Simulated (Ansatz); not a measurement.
## Single-point calculation, with input and output: Rh12C

The run: single-point calculation of Rh12C (slab, 13 atoms in the cell). Method and program: DFT, PBE, plane waves, PAW, PAW set soft_1, no spin polarisation (Ansatz 0.2.0).

The structure derives from an entry of the Crystallography Open Database.

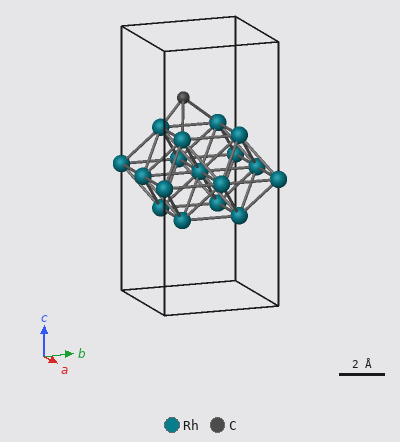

*The structure as given in the input (ball-and-stick view of the cell of the calculation, with the vacuum cut short, seen slightly off an axis). An atom can appear more than once, as a periodic image.*

Near neighbours in the periodic cell (some may lie outside the picture): Rh has 8 Rh at 2.65 to 2.71 Å; Rh has 12 Rh at 2.65 to 2.71 Å; Rh has 1 C at 1.70 to 2.79 Å and 8 Rh at 2.65 to 2.71 Å; C has 3 Rh at 1.70 to 2.79 Å.

### Input
```yaml
crystal:
  lattice:
    - [5.4165863251, 0.0, 0.0]
    - [0.0, 5.4165863251, 0.0]
    - [0.0, 0.0, 19.173739469]
  atoms:
    - { symbol: Rh, position: [0.25, 0.25, 0.2086186686] }
    - { symbol: Rh, position: [0.25, 0.75, 0.2086186686] }
    - { symbol: Rh, position: [0.75, 0.25, 0.2086186686] }
    - { symbol: Rh, position: [0.75, 0.75, 0.2086186686] }
    - { symbol: Rh, position: [0.0, 0.0, 0.3044995961] }
    - { symbol: Rh, position: [0.0, 0.5, 0.3044995961] }
    - { symbol: Rh, position: [0.5, 0.0, 0.3044995961] }
    - { symbol: Rh, position: [0.5, 0.5, 0.3044995961] }
    - { symbol: Rh, position: [0.25, 0.25, 0.4002213278] }
    - { symbol: Rh, position: [0.25, 0.75, 0.4002213278] }
    - { symbol: Rh, position: [0.75, 0.25, 0.4002213278] }
    - { symbol: Rh, position: [0.75, 0.75, 0.4002213278] }
    - { symbol: C, position: [0.3333333333, 0.4166666667, 0.471886614] }
  symmetry: { detect: false }
kpoints:
  mp_grid: { grid: [5, 5, 1] }
hamiltonian:
  xc: pbe
  pseudopotentials: { kind: paw, azcp: { folder: soft_1 } }
scf:
  occupations: { method: gaussian, width: 0.1 }
output:
  forces: true
  eigenvalues: true
efield:
  axis: 3
  dipole_correction: true
  ramp_width: 0.04
accuracy: low
```

Run on 4 threads of Arm Neoverse N1, 98 GiB of memory available, shared host.

Command:
```bash
ansatz run input.yaml --threads 4 --pin off --max-ram 12288MiB --backend cpu --events-out ev --progress --plain --runs-dir out
```

### What the program printed
```
Engine: ansatz 0.2.0, aarch64-unknown-linux-gnu
Pseudopotentials: kind: paw
Pseudopotential: Rh, paw, valence charge 17, recommended cutoff 420 eV (normal), [file]
Pseudopotential: C, paw, valence charge 4, recommended cutoff 420 eV (normal), [file]
Functional definition: PBE
  parameter kappa = 0.804
  parameter beta = 0.06672455060314922
  exchange = pbe_x(kappa = kappa, mu = beta*pi^2/3)
  correlation = pbe_c(beta = beta)
Crystal: 13 atoms, lattice volume = 562.546 Å³
Basis set: ecut = 420 eV, 10949 PW (Γ), exchange–correlation on 80×80×270 points (8 copies of the dense FFT grid, shifted against one another)
Bands: 125, of which v1, the nominal top of the filled ones, is band 104 counted from 1 (103 counted from 0)
Symmetry: 1 space group operations
k-points: 13 of 25 (time reversal used)
Non-local potential: Rh, projectors of the file, l = 0: 3, l = 1: 2, l = 2: 2, l = 3: 1
Non-local potential: C, projectors of the file, l = 0: 2, l = 1: 2, l = 2: 1
PAW form: soft (Blöchl's): semilocal exchange-correlation on the pseudo side does not see the compensation charge
PAW one-centre angular grid: Rh, 590 points (default); XC on 64 Gauss nodes
PAW one-centre angular grid: C, 110 points (default); XC on 64 Gauss nodes
Initial density: superposition of atomic densities (neutral atoms: chi_scale 0, normalization atom)
Initial wavefunctions: pseudopotential atomic-orbital guess
Functional: x = pbe(κ = 0.804, μ = 0.2195149727645171), c = pbe(β = 0.06672455060314922)
SCF iter   1: F=—  HF=-77081.928384 eV  |F-HF|=—  |Δ(HF+E_count)|=         —  Δρ=6.21e-2  dr2=2.65e1  ethr=3.10e-3  p=-0.000 e·Å  D=-5.63e-5 V/Å  ΔV_dip=0.00 eV  dr2_dipole=9.76e-1  V_vac-E_F(+/−)=5.82/5.82 eV  ⟨swp⟩=9.4  Hψ=7223  notcnv=0  defer=7
efield: sawtooth ramp at fractional position 0.8203 (placed from the atoms, in the widest stretch of the axis that holds none; the zero of the levels goes with the place), width 0.0400; the density the first Hamiltonian is built on has a dipole p = -0.000 e·Å; the dipole correction subtracts the counter field D = -5.63e-5 V/Å, which shifts the + side's vacuum level by +0.00 eV against the − side's; the planar-averaged density in the ramp window peaks in size at 4.8e-5 e/Å³
preconditioner: auto → LDOS  [metal: Δε(μ)=0.045 eV  Ē_g=5.332 eV  σ=0.100 eV  W_gap=0.25  n_scr=102 (ndim 8)  ℏωp=16.6 eV  f_vac=0.604  D(μ)=14.27/eV (n_scr^D=92)  β→1.0]
SCF iter   2: F=—  HF=-77085.857009 eV  |F-HF|=—  |Δ(HF+E_count)|=    3.93e0  Δρ=7.55e-2  dr2=3.62e1  ethr=3.10e-3  p=-0.112 e·Å  D=-3.61e-2 V/Å  ΔV_dip=0.69 eV  dr2_dipole=9.14e-2  V_vac-E_F(+/−)=5.67/4.98 eV  ⟨swp⟩=3.9  Hψ=4301  notcnv=0  defer=117
SCF iter   3: F=—  HF=-77076.088345 eV  |F-HF|=—  |Δ(HF+E_count)|=    9.77e0  Δρ=1.62e-2  dr2=1.50e0  ethr=3.10e-3  p=-0.074 e·Å  D=-2.37e-2 V/Å  ΔV_dip=0.45 eV  dr2_dipole=2.01e-4  V_vac-E_F(+/−)=5.68/5.22 eV  ⟨swp⟩=2.8  Hψ=3576  notcnv=0  defer=107
SCF iter   4: F=—  HF=-77075.698954 eV  |F-HF|=—  |Δ(HF+E_count)|=   3.89e-1  Δρ=2.81e-3  dr2=7.44e-2  ethr=7.20e-4  p=-0.081 e·Å  D=-2.61e-2 V/Å  ΔV_dip=0.50 eV  dr2_dipole=9.36e-3  V_vac-E_F(+/−)=5.62/5.12 eV  ⟨swp⟩=2.5  Hψ=3080  notcnv=0  defer=107
SCF iter   5: F=—  HF=-77075.689925 eV  |F-HF|=—  |Δ(HF+E_count)|=   9.03e-3  Δρ=9.90e-4  dr2=1.06e-2  ethr=3.58e-5  p=-0.088 e·Å  D=-2.82e-2 V/Å  ΔV_dip=0.54 eV  dr2_dipole=5.88e-6  V_vac-E_F(+/−)=5.59/5.05 eV  ⟨swp⟩=2.3  Hψ=2725  notcnv=0  defer=107
SCF iter   6: F=—  HF=-77075.689442 eV  |F-HF|=—  |Δ(HF+E_count)|=   4.83e-4  Δρ=3.10e-4  dr2=1.20e-3  ethr=5.08e-6  p=-0.089 e·Å  D=-2.86e-2 V/Å  ΔV_dip=0.55 eV  dr2_dipole=6.16e-6  V_vac-E_F(+/−)=5.56/5.02 eV  ⟨swp⟩=2.2  Hψ=2249  notcnv=0  defer=107
SCF iter   7: F=—  HF=-77075.689520 eV  |F-HF|=—  |Δ(HF+E_count)|=   7.77e-5  Δρ=1.59e-4  dr2=4.18e-4  ethr=5.76e-7  p=-0.092 e·Å  D=-2.95e-2 V/Å  ΔV_dip=0.57 eV  dr2_dipole=3.80e-5  V_vac-E_F(+/−)=5.55/4.99 eV  ⟨swp⟩=3.0  Hψ=2707  notcnv=0  defer=107
SCF iter   8: F=—  HF=-77075.689488 eV  |F-HF|=—  |Δ(HF+E_count)|=   3.23e-5  Δρ=5.03e-5  dr2=2.90e-5  ethr=2.01e-7  p=-0.093 e·Å  D=-2.99e-2 V/Å  ΔV_dip=0.57 eV  dr2_dipole=1.44e-6  V_vac-E_F(+/−)=5.55/4.98 eV  ⟨swp⟩=2.6  Hψ=2379  notcnv=0  defer=107
SCF iter   9: F=—  HF=-77075.689342 eV  |F-HF|=—  |Δ(HF+E_count)|=   1.45e-4  Δρ=2.28e-5  dr2=4.91e-6  ethr=1.39e-8  p=-0.094 e·Å  D=-3.01e-2 V/Å  ΔV_dip=0.58 eV  dr2_dipole=1.34e-7  V_vac-E_F(+/−)=5.55/4.97 eV  ⟨swp⟩=2.5  Hψ=2556  notcnv=0  defer=107
SCF iter  10: F=—  HF=-77075.689345 eV  |F-HF|=—  |Δ(HF+E_count)|=   3.08e-6  Δρ=9.12e-6  dr2=5.86e-7  ethr=2.36e-9  p=-0.094 e·Å  D=-3.02e-2 V/Å  ΔV_dip=0.58 eV  dr2_dipole=5.78e-8  V_vac-E_F(+/−)=5.55/4.97 eV  ⟨swp⟩=2.4  Hψ=2257  notcnv=0  defer=107
SCF iter  11: F=—  HF=-77075.689346 eV  |F-HF|=—  |Δ(HF+E_count)|=   8.99e-7  Δρ=3.19e-6  dr2=1.04e-7  ethr=4.81e-11  p=-0.094 e·Å  D=-3.03e-2 V/Å  ΔV_dip=0.58 eV  dr2_dipole=2.27e-10  V_vac-E_F(+/−)=5.55/4.97 eV  ⟨swp⟩=16.8  Hψ=7873  notcnv=0
SCF iter  12: F=-77075.689347 eV  HF=-77075.689346 eV  |F-HF|=8.83e-8  |Δ(HF+E_count)|=   7.20e-8  Δρ=1.34e-6  dr2=1.29e-8  ethr=4.81e-11  p=-0.094 e·Å  D=-3.03e-2 V/Å  ΔV_dip=0.58 eV  dr2_dipole=2.95e-10  V_vac-E_F(+/−)=5.55/4.97 eV  ⟨swp⟩=6.7  Hψ=5403  notcnv=0
SCF 1 converged in 12 iterations: F = -77075.689347 eV  dr2 = 1.29e-8
  greatest PAW one-centre occupation: 1.000 electrons in one spin orbital (limit 2), on the Rh atom at site 8 (counted from 0), in its partial waves of l = 0
```

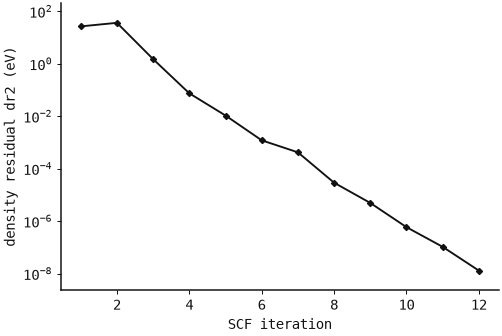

*Convergence of the self-consistent field: density residual dr2 against the SCF iteration.*

The residual falls almost steadily, with no more than small rises.

```
SCF converged after 12 iterations
Free energy (F): -77075.689347 eV
Harris-Foulkes:  -77075.689346 eV  (|F-HF|=8.83e-8)
Internal energy: -77075.601172 eV  (E = F + TS)
E sigma→0 (E₀):  -77075.645259 eV
Entropy (-TS):   -0.088174 eV (-6.783 meV/atom)
Fermi energy:    3.056475 eV
Dipole field:    D = -0.030314 V/Å  (p = -0.094242 e·Å, saw-weighted, corrected)
Work function:   Φ+ = 5.5504 eV   Φ− = 4.9693 eV
Levels:          The Fermi level and band energies are counted from a zero that moves with the ramp; work functions are not
--- Per-component energies (eV) ---
  E_band       = -4906.217243
  E_kinetic    = 6513.864749
  E_local      = -235104.128148  (includes V_loc(G=0)·N_el)
  E_nonlocal   = 3617.724290
  E_hartree    = 113313.049799
  E_xc         = -2453.597252
  E_vxc        = -3075.879213  (∫ρ·V_xc dr)
  E_paw        = -43343.394436  (= ΣΔE_a)
  E_vpaw       = -3479.969268  (= ΣTr[D̂ρ^β])
  E_aug_tail   = 0.000836  (compensation charges beyond the density's cutoff)
  E_efield     = 0.001428  (sawtooth field / dipole correction)
  E_vefield    = -3.936719  (∫n·V_field dr)
  E_ewald      = 80380.877562
  E_smearing   = -0.088174  (= −TS)
  E_closure    = -0.000000  (closes the sum)
  Σ components = -77075.689347   (vs F -77075.689347, Δ=0.00e0)
--- Forces (eV/Å), atoms counted from 1 ---
  atom   1  Rh    -0.01191814    -0.03762653     0.11143580
  atom   2  Rh     0.00016344    -0.02179318     0.04537196
  atom   3  Rh    -0.02174118     0.03798352     0.03096065
  atom   4  Rh    -0.03410061    -0.08305031    -0.14805569
  atom   5  Rh    -0.29881631    -0.23046969    -0.47025557
  atom   6  Rh    -0.25671115    -0.07572941    -0.42931715
  atom   7  Rh    -0.00345323    -0.11168312    -0.23832800
  atom   8  Rh     0.26473447     0.08358542    -0.52344083
  atom   9  Rh    -0.36301711    -0.70487999     0.29204816
  atom  10  Rh     0.21696877    -0.48722420     1.07705618
  atom  11  Rh    -0.07719773     0.03187647     0.24009578
  atom  12  Rh     0.00072892     0.05803030     0.01234505
  atom  13  C      0.58436387     1.54098865    -0.00003294
  max |Σ_I F_I| component: 1.17e-4 eV/Å
--- Band table (eV; the first three rows and the last of 13) ---
  k-point 0: bands = ["-76.1535", "-75.8015", "-75.7664", "-75.7531", "-75.6996", "-75.2450", "-75.1220", "-75.1126", "-75.0851", "-75.0785", "-75.0742", "-75.0362", "-44.6957", "-43.9680", "-43.9385", "-43.9030", "-43.8613", "-43.8289", "-43.8180", "-43.7021", "-43.6544", "-43.6390", "-43.5840", "-43.5133", "-43.5044", "-43.4533", "-43.4363", "-43.2664", "-43.2191", "-43.1717", "-43.1507", "-43.1442", "-43.1387", "-43.1217", "-43.0080", "-42.9638", "-42.9538", "-42.9079", "-42.8963", "-42.8857", "-42.8666", "-42.8602", "-42.8515", "-42.8456", "-42.8406", "-42.8358", "-42.8182", "-42.8145", "-7.3119", "-3.6983", "-2.9044", "-2.7144", "-2.5996", "-2.4285", "-2.3578", "-2.3239", "-2.2682", "-2.2124", "-2.1343", "-2.1079", "-1.8752", "-1.4342", "-1.3526", "-0.8244", "-0.7244", "-0.5939", "-0.4717", "-0.3674", "-0.1293", "-0.1264", "-0.0230", "0.0774", "0.0977", "0.2757", "0.2932", "0.3375", "0.3922", "0.4573", "0.4831", "0.5245", "0.5401", "0.5994", "1.1826", "1.2774", "1.4702", "1.6631", "1.7177", "1.7925", "2.1394", "2.1651", "2.2306", "2.2574", "2.4419", "2.4775", "2.5940", "2.7739", "2.8519", "3.0134", "3.0698", "3.1551", "3.2958", "3.3463", "3.3973", "3.4538", "3.5297", "3.6594", "3.6769", "3.7006", "3.8387", "3.9126", "4.0238", "4.0838", "4.2442", "4.4901", "5.1749", "5.3040", "5.5797", "5.7746", "6.0055", "6.0771", "6.3487", "7.2973", "8.0059", "8.0493", "8.2091"]
  k-point 1: bands = ["-76.1534", "-75.7984", "-75.7675", "-75.7534", "-75.7014", "-75.2451", "-75.1194", "-75.1101", "-75.0874", "-75.0769", "-75.0763", "-75.0387", "-44.6927", "-43.9561", "-43.9240", "-43.8813", "-43.8555", "-43.8119", "-43.8029", "-43.7005", "-43.6554", "-43.6417", "-43.5929", "-43.5423", "-43.5097", "-43.4838", "-43.4454", "-43.2555", "-43.1902", "-43.1698", "-43.1501", "-43.1401", "-43.1205", "-43.1076", "-43.0058", "-42.9603", "-42.9515", "-42.9117", "-42.8980", "-42.8942", "-42.8814", "-42.8750", "-42.8668", "-42.8560", "-42.8474", "-42.8409", "-42.8322", "-42.8175", "-7.2773", "-3.4876", "-2.7470", "-2.6044", "-2.4246", "-2.3565", "-2.2668", "-2.1525", "-2.1408", "-2.1087", "-2.0462", "-1.9935", "-1.7239", "-1.3335", "-1.2391", "-1.0019", "-0.7264", "-0.6143", "-0.5474", "-0.3907", "-0.2602", "-0.2123", "-0.1532", "-0.0429", "0.0840", "0.2190", "0.3203", "0.3878", "0.4309", "0.4776", "0.5136", "0.5835", "0.5896", "0.8156", "0.9347", "1.2672", "1.3346", "1.6522", "1.7755", "1.8513", "1.9120", "1.9795", "2.1629", "2.2251", "2.3756", "2.4825", "2.5245", "2.5972", "2.6865", "2.7304", "2.8927", "2.9300", "2.9726", "3.1018", "3.2160", "3.3246", "3.4240", "3.4589", "3.5439", "3.5547", "3.5799", "3.7521", "3.7862", "3.9556", "4.1341", "4.4351", "4.5431", "5.3334", "5.8882", "6.0727", "6.3278", "6.6982", "7.1867", "7.4430", "8.0085", "8.2091", "8.4378"]
  k-point 2: bands = ["-76.1531", "-75.7914", "-75.7725", "-75.7524", "-75.7046", "-75.2453", "-75.1138", "-75.1049", "-75.0926", "-75.0823", "-75.0717", "-75.0435", "-44.6880", "-43.9395", "-43.9041", "-43.8562", "-43.8295", "-43.7718", "-43.7290", "-43.7057", "-43.6662", "-43.6510", "-43.6316", "-43.6064", "-43.5534", "-43.5023", "-43.4513", "-43.2412", "-43.1900", "-43.1540", "-43.1390", "-43.0933", "-43.0598", "-43.0485", "-43.0020", "-42.9775", "-42.9746", "-42.9533", "-42.9398", "-42.9354", "-42.8976", "-42.8957", "-42.8755", "-42.8631", "-42.8581", "-42.8394", "-42.8371", "-42.8199", "-7.2208", "-3.0003", "-2.6232", "-2.3644", "-2.1870", "-2.0314", "-1.9678", "-1.9259", "-1.8953", "-1.8251", "-1.6734", "-1.6472", "-1.5947", "-1.5500", "-1.3162", "-1.2370", "-1.0221", "-0.8259", "-0.6513", "-0.6081", "-0.4583", "-0.3397", "0.0228", "0.0801", "0.1798", "0.3410", "0.4490", "0.5358", "0.5783", "0.6015", "0.6972", "0.7275", "0.7823", "0.9781", "0.9970", "1.1517", "1.2420", "1.2687", "1.3178", "1.4616", "1.6306", "1.7287", "1.8919", "2.0342", "2.0815", "2.1334", "2.1741", "2.2079", "2.3145", "2.4377", "2.5121", "2.5471", "2.5971", "2.7977", "2.8902", "2.9873", "3.0858", "3.2100", "3.2887", "3.3697", "3.4476", "3.6109", "3.7188", "3.8287", "3.8510", "4.6051", "4.8335", "5.6842", "6.3958", "6.8056", "6.9267", "7.1111", "7.4224", "7.7834", "8.0699", "8.3283", "8.9123"]
  k-point 12: bands = ["-76.1531", "-75.7889", "-75.7685", "-75.7574", "-75.7062", "-75.2434", "-75.1129", "-75.1116", "-75.0835", "-75.0808", "-75.0774", "-75.0447", "-44.6899", "-43.9107", "-43.8983", "-43.8240", "-43.8091", "-43.7712", "-43.7336", "-43.6923", "-43.6680", "-43.6522", "-43.6411", "-43.5991", "-43.5639", "-43.5268", "-43.4953", "-43.1857", "-43.1550", "-43.1504", "-43.1329", "-43.1106", "-43.0640", "-43.0434", "-43.0094", "-42.9979", "-42.9798", "-42.9572", "-42.9381", "-42.9360", "-42.9004", "-42.8919", "-42.8798", "-42.8708", "-42.8668", "-42.8601", "-42.8536", "-42.8290", "-7.2488", "-2.7087", "-2.4680", "-2.2797", "-2.0812", "-1.8848", "-1.8248", "-1.7854", "-1.7220", "-1.6857", "-1.5599", "-1.5293", "-1.4841", "-1.3405", "-1.2469", "-1.0639", "-0.9471", "-0.7775", "-0.7069", "-0.5965", "-0.4664", "-0.3293", "-0.1394", "0.0623", "0.1576", "0.2653", "0.3442", "0.3918", "0.4607", "0.5245", "0.5480", "0.7469", "0.8065", "0.8943", "1.0353", "1.1479", "1.1745", "1.2500", "1.3753", "1.4887", "1.5479", "1.6378", "1.7569", "1.8493", "1.9258", "1.9948", "2.0771", "2.1832", "2.2319", "2.3070", "2.3881", "2.5600", "2.6166", "2.6742", "2.7710", "2.8264", "3.0127", "3.0949", "3.2046", "3.2960", "3.4640", "3.5816", "3.6911", "3.7601", "3.9794", "4.2075", "4.5274", "5.1325", "5.3813", "5.9585", "6.3512", "7.0599", "7.4794", "8.1862", "8.3408", "9.0519", "9.2634"]
```

### Key numbers

| quantity | value |
| --- | --- |
| outcome | converged |
| electrons treated | 208 |
| free energy | −77075.6893 eV |
| Fermi energy | 3.056 eV |
| gap on the k-point mesh | none (metallic) |
| largest force (length of the vector) | 1.648 eV/Å |
| wall time | 57 s (CPU time 3.7 min) |
| peak memory | 1.8 GiB |

### Remarks

Settings chosen away from the usual ones: accuracy set to low; crystal.symmetry set to {"detect": false}; basis.ecutwfc removed. These settings are looser than, or depart from, a standard set-up, so the numbers are not reference values for this system. The input asks for low accuracy.
